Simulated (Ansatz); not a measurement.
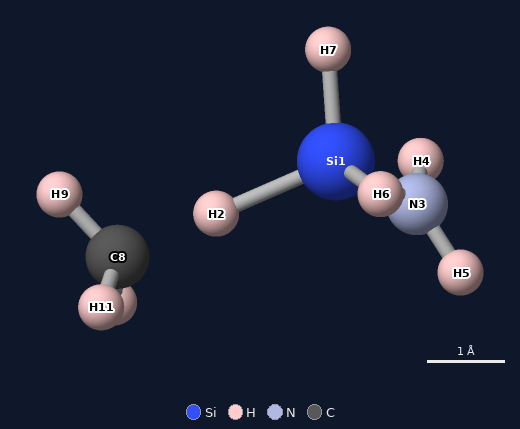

*The starting structure (ball-and-stick view, seen at a tilt; atoms are numbered from 1 in the order of the input).*

Bond lengths as drawn: C–H 1.11 Å, H–N 1.06 Å, H–Si 1.46 to 1.71 Å and N–Si 1.82 Å.

# Geometry relaxation, with input and output: CH8NSi

CH8NSi, multiplicity 2, computed with UKS B3LYP/def2-mTZVP (Ansatz 0.2.0).

The input holds or restrains some coordinates. It belongs to a series of runs on one base structure; here: pulled along the bonds that form and break, towards end A. Figures and captions count atoms from 1; the log counts them from 0 in places.

Log:
```
The last accepted step is kept in [file] (removed where the run ends without a failure and the disk answers)
Engine: ansatz 0.2.0, x86_64-unknown-linux-gnu
Functional definition: B3LYP
  parameter a0 = 0.2
  parameter ax = 0.72
  parameter ac = 0.81
  exchange = (1 - a0 - ax)*slater_x + ax*b88_x + a0*exact_x
  correlation = (1 - ac)*vwn_rpa_c + ac*lyp_c
860 factors; integrals over basis functions are off by at most 6.3e-4 eV
mean field evaluation 1: about -10522.8636 eV, gradient 5.3e1 eV
mean field evaluation 2: about -10502.3080 eV, gradient 7.9e1 eV
mean field evaluation 4: about -10534.3647 eV, gradient 6.9e0 eV
mean field evaluation 8: about -10534.6260 eV, gradient 9.2e-2 eV
mean field evaluation 16: about -10534.6261 eV, gradient 2.6e-5 eV
mean field -10534.62614741 eV, -387.1403702912 hartree, gradient 2.6e-5 eV, S^2 0.755990; 0 other end points of the search recorded, 0 dependent functions left out
the calculation of the forces begins
reference -10534.62643855 eV, -387.1403809906 hartree; 18, 17 occupied and 66, 67 virtual orbitals, 860 factors
relax step   1: F+E_penalty+E_count = -10534.62614741 eV  Δ(F+E_penalty+E_count) = +0.000e0 eV  max|allowed force component| = 2.320e0 eV/Å  E_restraint = 13.08750000 eV  max|allowed force component, restraints' pulls added| = 3.282e1 eV/Å  Δτ_max = 0.0000 Å  (28 SCF iters, accepted)
  distance H 1 - C 7 = 1.4100 Å
  distance Si 0 - H 1 = 1.7100 Å
these checks for a lower state are left out or cut short: starts, cluster_reference, orbital_swaps, neighbouring_geometries, increment
860 factors; integrals over basis functions are off by at most 5.6e-4 eV
mean field -10534.73404297 eV, -387.1443353798 hartree, gradient 1.5e-5 eV, S^2 0.755098; 0 other end points of the search recorded, 0 dependent functions left out
the calculation of the forces begins
reference -10534.73433486 eV, -387.1443461068 hartree; 18, 17 occupied and 66, 67 virtual orbitals, 860 factors
relax step   2: F+E_penalty+E_count = -10534.73404297 eV  Δ(F+E_penalty+E_count) = -1.079e-1 eV  max|allowed force component| = 1.721e0 eV/Å  E_restraint = 4.44308689 eV  max|allowed force component, restraints' pulls added| = 1.802e1 eV/Å  Δτ_max = 0.1949 Å  (36 SCF iters, accepted)
  distance H 1 - C 7 = 1.7694 Å
  distance Si 0 - H 1 = 1.5227 Å
these checks for a lower state are left out or cut short: starts, cluster_reference, orbital_swaps, neighbouring_geometries, increment
860 factors; integrals over basis functions are off by at most 6.7e-4 eV
mean field evaluation 32: about -10534.8583 eV, gradient 2.6e-5 eV
mean field -10534.85831602 eV, -387.1489023302 hartree, gradient 2.6e-5 eV, S^2 0.753937; 0 other end points of the search recorded, 0 dependent functions left out
the calculation of the forces begins
reference -10534.85860504 eV, -387.1489129516 hartree; 18, 17 occupied and 66, 67 virtual orbitals, 860 factors
relax step   3: F+E_penalty+E_count = -10534.85831602 eV  Δ(F+E_penalty+E_count) = -1.243e-1 eV  max|allowed force component| = 1.654e0 eV/Å  E_restraint = 0.55565550 eV  max|allowed force component, restraints' pulls added| = 5.862e0 eV/Å  Δτ_max = 0.1967 Å  (30 SCF iters, accepted)
  distance H 1 - C 7 = 2.1261 Å
  distance Si 0 - H 1 = 1.4033 Å
these checks for a lower state are left out or cut short: starts, cluster_reference, orbital_swaps, neighbouring_geometries, increment
860 factors; integrals over basis functions are off by at most 7.1e-4 eV
mean field -10534.97960213 eV, -387.1533595125 hartree, gradient 1.3e-5 eV, S^2 0.753625; 0 other end points of the search recorded, 0 dependent functions left out
the calculation of the forces begins
reference -10534.97989583 eV, -387.1533703060 hartree; 18, 17 occupied and 66, 67 virtual orbitals, 860 factors
relax step   4: F+E_penalty+E_count = -10534.97960213 eV  Δ(F+E_penalty+E_count) = -1.213e-1 eV  max|allowed force component| = 6.558e-1 eV/Å  E_restraint = 0.00035852 eV  max|allowed force component, restraints' pulls added| = 6.558e-1 eV/Å  Δτ_max = 0.1937 Å  (30 SCF iters, accepted)
  distance H 1 - C 7 = 2.3053 Å
  distance Si 0 - H 1 = 1.4615 Å
these checks for a lower state are left out or cut short: starts, cluster_reference, orbital_swaps, neighbouring_geometries, increment
860 factors; integrals over basis functions are off by at most 7.1e-4 eV
mean field -10535.06509840 eV, -387.1565014425 hartree, gradient 2.6e-5 eV, S^2 0.753862; 0 other end points of the search recorded, 0 dependent functions left out
the calculation of the forces begins
reference -10535.06539298 eV, -387.1565122680 hartree; 18, 17 occupied and 66, 67 virtual orbitals, 860 factors
relax step   5: F+E_penalty+E_count = -10535.06509840 eV  Δ(F+E_penalty+E_count) = -8.550e-2 eV  max|allowed force component| = 6.448e-1 eV/Å  E_restraint = 0.00356757 eV  max|allowed force component, restraints' pulls added| = 6.448e-1 eV/Å  Δτ_max = 0.1747 Å  (29 SCF iters, accepted)
  distance H 1 - C 7 = 2.3171 Å
  distance Si 0 - H 1 = 1.4737 Å
these checks for a lower state are left out or cut short: starts, cluster_reference, orbital_swaps, neighbouring_geometries, increment
860 factors; integrals over basis functions are off by at most 7.1e-4 eV
mean field -10535.07568693 eV, -387.1568905640 hartree, gradient 2.7e-5 eV, S^2 0.753846; 0 other end points of the search recorded, 0 dependent functions left out
the calculation of the forces begins
reference -10535.07597971 eV, -387.1569013234 hartree; 18, 17 occupied and 66, 67 virtual orbitals, 860 factors
relax step   6: F+E_penalty+E_count = -10535.07568693 eV  Δ(F+E_penalty+E_count) = -1.059e-2 eV  max|allowed force component| = 4.814e-1 eV/Å  E_restraint = 0.00387490 eV  max|allowed force component, restraints' pulls added| = 1.253e-1 eV/Å  Δτ_max = 0.0582 Å  (28 SCF iters, accepted)
  distance H 1 - C 7 = 2.3171 Å
  distance Si 0 - H 1 = 1.4744 Å
860 factors; integrals over basis functions are off by at most 7.1e-4 eV
mean field evaluation 64: about -10535.0757 eV, gradient 4.2e-2 eV
```

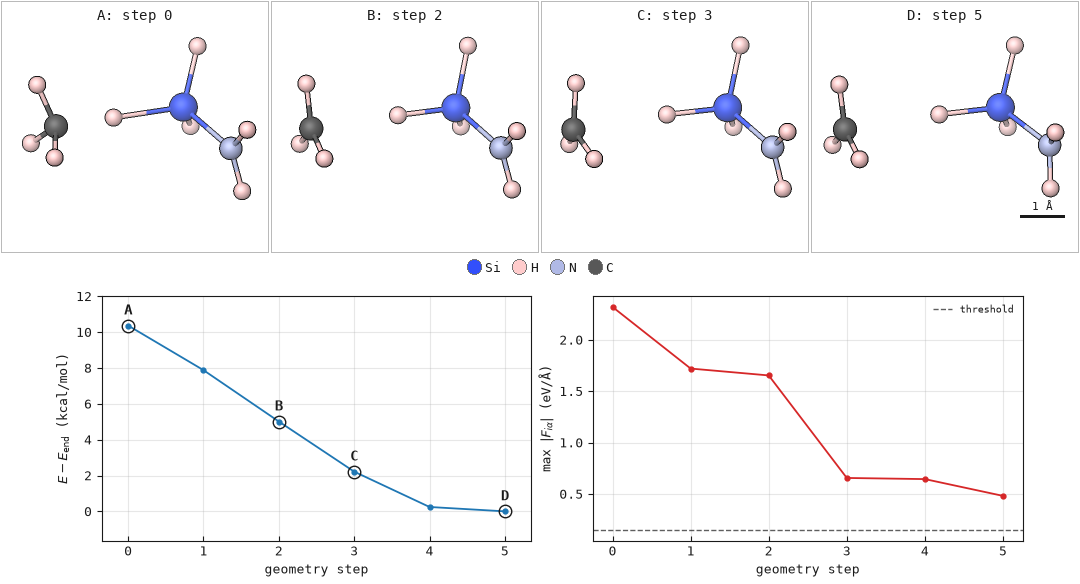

*Frames of the restrained relaxation (ball-and-stick view, seen at a tilt) above the curves, on which the letters mark them (the first geometry is step 0 here and step 1 in the log).*

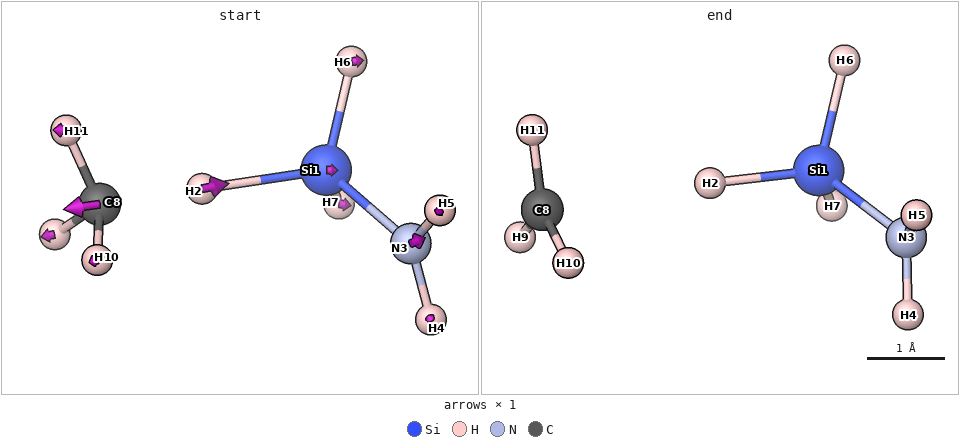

*Before (left) and after (right) the restrained relaxation, at one scale (ball-and-stick view, seen at a tilt). The pink arrows give the displacements, at true length.*

The largest move after the best rigid fit is that of C8, 0.51 Å. By element the largest moves are C 0.51 Å, H 0.40 Å, N 0.25 Å, Si 0.16 Å. Among the contacts that change: Si1–H2 1.710 → 1.474 Å, Si1–N3 1.820 → 1.735 Å, N3–H4 1.060 → 1.011 Å, C8–H10 1.110 → 1.079 Å. Among the angles that change: H9–C8–H10 109.4° → 119.9°, H4–N3–H5 120.0° → 111.1°, H2–Si1–N3 109.5° → 116.2°. After 5 geometry steps the energy has fallen by 10.4 kcal/mol. The largest force component goes from 2.3 to 0.48 eV/Å. (Atoms are counted from 1 in the order of the input.)

```
mean field -10535.07568693 eV, -387.1568905640 hartree, gradient 2.7e-5 eV, S^2 0.753846; 1 other end points of the search recorded, 0 dependent functions left out
the calculation of the forces begins
reference -10535.07597971 eV, -387.1569013234 hartree; 18, 17 occupied and 66, 67 virtual orbitals, 860 factors
Total energy: -10535.07597971 eV, -387.1569013234 hartree
Atom 0 at     0.046409     0.000389    -0.156539 Å, force    -0.026610     0.002010    -0.481423 eV/Å
Atom 1 at    -0.028729    -0.000204     1.315976 Å, force    -0.041497    -0.000330     0.227150 eV/Å
Atom 2 at     1.640007     0.000255    -0.843567 Å, force    -0.109714    -0.000722     0.079214 eV/Å
Atom 3 at     2.201843    -0.834311    -0.743776 Å, force     0.125262     0.047987    -0.037519 eV/Å
Atom 4 at     2.203881     0.833139    -0.741014 Å, force     0.123137    -0.048699    -0.037237 eV/Å
Atom 5 at    -0.639850     1.220152    -0.647497 Å, force    -0.038021     0.003962     0.015994 eV/Å
Atom 6 at    -0.640314    -1.218604    -0.648686 Å, force    -0.037652    -0.004246     0.015596 eV/Å
Atom 7 at    -0.003365    -0.000244     3.632913 Å, force     0.002042     0.001030     0.213421 eV/Å
Atom 8 at    -0.583722    -0.908179     3.685429 Å, force     0.000539    -0.000129    -0.001706 eV/Å
Atom 9 at     1.074224    -0.050150     3.623309 Å, force     0.001473     0.000027     0.007710 eV/Å
Atom 10 at    -0.497384     0.957656     3.681353 Å, force     0.001041    -0.000889    -0.001200 eV/Å
Dipole moment:     0.247165    -0.000520     0.125301 e Å
```

Trajectory as extended XYZ (Å, eV, eV/Å), 6 frames, from step=1 to step=6:
```
11
Properties=species:S:1:pos:R:3:forces:R:3 step=1 energy=-10534.62615
Si    0.0000    0.0000    0.0000    2.3199   0.0016  -0.7614
H     0.0000    0.0000    1.7100   -0.1323   0.0003   1.6829
N     1.7163    0.0000   -0.6061   -0.7048  -0.0018  -0.0065
H     2.2145   -0.9180   -0.7868   -0.5616   2.0705   0.2433
H     2.2175    0.9180   -0.7783   -0.5689  -2.0706   0.2236
H    -0.6877    1.1914   -0.4862   -0.1861   0.4889  -0.2212
H    -0.6877   -1.1914   -0.4862   -0.1831  -0.4886  -0.2226
C     0.0000    0.0000    3.1200    0.0294  -0.0029   0.5326
H    -0.5653   -0.8805    3.4905    0.2717   0.4307  -0.4853
H     1.0452   -0.0494    3.4905   -0.5145   0.0249  -0.5000
H    -0.4798    0.9298    3.4905    0.2303  -0.4528  -0.4852
11
Properties=species:S:1:pos:R:3:forces:R:3 step=2 energy=-10534.73404
Si    0.0190    0.0000   -0.0074    1.7206   0.0010  -0.5053
H    -0.0020    0.0000    1.5152   -0.1835   0.0005   0.0779
N     1.7088    0.0000   -0.6088   -0.7744  -0.0013   0.0426
H     2.2097   -0.8948   -0.7843   -0.3360   1.4431   0.1332
H     2.2127    0.8947   -0.7761   -0.3410  -1.4436   0.1198
H    -0.6877    1.1965   -0.4889   -0.0465   0.2691  -0.1167
H    -0.6877   -1.1965   -0.4890   -0.0436  -0.2688  -0.1182
C     0.0002    0.0000    3.2845    0.0038  -0.0012   0.7088
H    -0.5737   -0.8935    3.5043    0.0111   0.0207  -0.1085
H     1.0608   -0.0501    3.5040   -0.0199   0.0014  -0.1245
H    -0.4869    0.9436    3.5043    0.0094  -0.0210  -0.1090
11
Properties=species:S:1:pos:R:3:forces:R:3 step=3 energy=-10534.85832
Si    0.0376    0.0000   -0.0474    0.9658   0.0010  -1.5583
H    -0.0072    0.0000    1.3552   -0.2153   0.0005   1.6537
N     1.7009    0.0000   -0.6131   -0.6079  -0.0005  -0.0752
H     2.2060   -0.8724   -0.7832   -0.0715   0.7742   0.0147
H     2.2088    0.8723   -0.7751   -0.0751  -0.7757   0.0082
H    -0.6871    1.2017   -0.4932   -0.0009   0.2275  -0.2318
H    -0.6869   -1.2017   -0.4932    0.0020  -0.2271  -0.2329
C     0.0005    0.0000    3.4813   -0.0102  -0.0004   0.3443
H    -0.5815   -0.9056    3.5091   -0.0363  -0.0567   0.0298
H     1.0754   -0.0508    3.5084    0.0803  -0.0033   0.0180
H    -0.4936    0.9563    3.5090   -0.0309   0.0605   0.0295
11
Properties=species:S:1:pos:R:3:forces:R:3 step=4 energy=-10534.97960
Si    0.0452    0.0002   -0.0892    0.2636  -0.0001  -0.3218
H    -0.0381    0.0002    1.3699   -0.1284   0.0003   0.3562
N     1.6838    0.0000   -0.6587   -0.4661   0.0011  -0.0771
H     2.2097   -0.8505   -0.7976    0.0828   0.1815  -0.0171
H     2.2125    0.8501   -0.7896    0.0821  -0.1833  -0.0186
H    -0.6696    1.2162   -0.5518    0.0808   0.0120  -0.1098
H    -0.6690   -1.2162   -0.5521    0.0822  -0.0117  -0.1105
C    -0.0004    0.0000    3.6749    0.0504  -0.0007  -0.4736
H    -0.5888   -0.9153    3.5185    0.3285   0.5094   0.2585
H     1.0876   -0.0514    3.5151   -0.6558   0.0312   0.2552
H    -0.5000    0.9666    3.5184    0.2798  -0.5397   0.2586
11
Properties=species:S:1:pos:R:3:forces:R:3 step=5 energy=-10535.06510
Si    0.0416    0.0002   -0.1477   -0.1636   0.0005  -0.5223
H    -0.0585    0.0000    1.3226   -0.0099  -0.0004   0.2357
N     1.6298    0.0004   -0.8248    0.6448  -0.0003  -0.0649
H     2.2344   -0.8093   -0.7850   -0.2502  -0.2398   0.0151
H     2.2366    0.8083   -0.7791   -0.2487   0.2404   0.0158
H    -0.6497    1.2154   -0.6534    0.0137  -0.0221   0.0534
H    -0.6489   -1.2149   -0.6543    0.0135   0.0217   0.0530
C    -0.0027    0.0000    3.6390   -0.0162   0.0009   0.2433
H    -0.5869   -0.9087    3.6810    0.0464   0.0617  -0.0084
H     1.0764   -0.0510    3.6783   -0.0725   0.0049  -0.0119
H    -0.4992    0.9594    3.6811    0.0428  -0.0674  -0.0087
11
Properties=species:S:1:pos:R:3:forces:R:3 step=6 energy=-10535.07569
Si    0.0464    0.0004   -0.1565   -0.0266   0.0020  -0.4814
H    -0.0287   -0.0002    1.3160   -0.0415  -0.0003   0.2271
N     1.6400    0.0003   -0.8436   -0.1097  -0.0007   0.0792
H     2.2018   -0.8343   -0.7438    0.1253   0.0480  -0.0375
H     2.2039    0.8331   -0.7410    0.1231  -0.0487  -0.0372
H    -0.6399    1.2202   -0.6475   -0.0380   0.0040   0.0160
H    -0.6403   -1.2186   -0.6487   -0.0377  -0.0042   0.0156
C    -0.0034   -0.0002    3.6329    0.0020   0.0010   0.2134
H    -0.5837   -0.9082    3.6854    0.0005  -0.0001  -0.0017
H     1.0742   -0.0502    3.6233    0.0015   0.0000   0.0077
H    -0.4974    0.9577    3.6814    0.0010  -0.0009  -0.0012
```

This output came from the following input.

Input file:
```yaml
crystal:
  periodic: [false, false, false]
  atoms:
    - { symbol: Si, position_ang: [0.0, 0.0, 0.0] }
    - { symbol: H, position_ang: [0.0, 0.0, 1.71] }
    - { symbol: "N", position_ang: [1.7163, 0.0, -0.6061] }
    - { symbol: H, position_ang: [2.2145, -0.918, -0.7868] }
    - { symbol: H, position_ang: [2.2175, 0.918, -0.7783] }
    - { symbol: H, position_ang: [-0.6877, 1.1914, -0.4862] }
    - { symbol: H, position_ang: [-0.6877, -1.1914, -0.4862] }
    - { symbol: C, position_ang: [0.0, 0.0, 3.12] }
    - { symbol: H, position_ang: [-0.5653, -0.8805, 3.4905] }
    - { symbol: H, position_ang: [1.0452, -0.0494, 3.4905] }
    - { symbol: H, position_ang: [-0.4798, 0.9298, 3.4905] }
magnetization:
  spin_polarized: true
  initial_magnetization: 1
basis:
  gaussian: { orbitals: def2-mTZVP }
hamiltonian:
  xc: b3lyp
relax:
  f_tol: 0.15
  max_steps: 25
  restrain:
    - { distance: [1, 7], at: 2.31, k: 30.0 }
    - { distance: [0, 1], at: 1.46, k: 30.0 }
```

Run as:
```bash
ansatz run input.yaml --threads 2 --pin off --max-ram 3072MiB --backend cpu --events-out ev --progress --plain --runs-dir out
```

Summary:

| quantity | value |
| --- | --- |
| outcome | converged under the restraints of the input |
| total energy | −10535.0760 eV |
| mean-field energy | −10535.0760 eV |
| ⟨S²⟩ | 0.754 |
| largest force (length of the vector) at the end, held atoms and coordinates included | 0.482 eV/Å |
| hardware | 2 threads of AMD EPYC (Zen 3), 192 GiB of memory available, shared host |
| wall time | 15 s (CPU time 29 s) |
| peak memory | 0.21 GiB |
